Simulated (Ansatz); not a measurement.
Base system: GaN in the wurtzite structure (space group P6_3mc, No. 186; a = 3.183 Å, c = 5.185 Å).

The change: 0.227 electrons added to each cell, a density of 5.0×10^21 cm⁻³, with a uniform compensating background at fixed cell and a 300 K Fermi–Dirac width.

Level of theory: Ansatz (a program for electronic structure), PBEsol, PAW, cutoff 420 eV, no spin-orbit coupling.

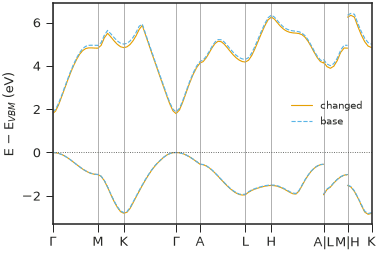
Figure: Highest valence and lowest conduction band along the path, each from its own valence-band maximum

Q: From the figure, how large is the changed gap, and is it direct?

A: About 1.8 eV, direct at Γ.

Charged cell with a jellium background: band edges are those of the host's band count, energies are not comparable with the neutral cell, and many-body gap narrowing is missing. No phonon test of stability was made.
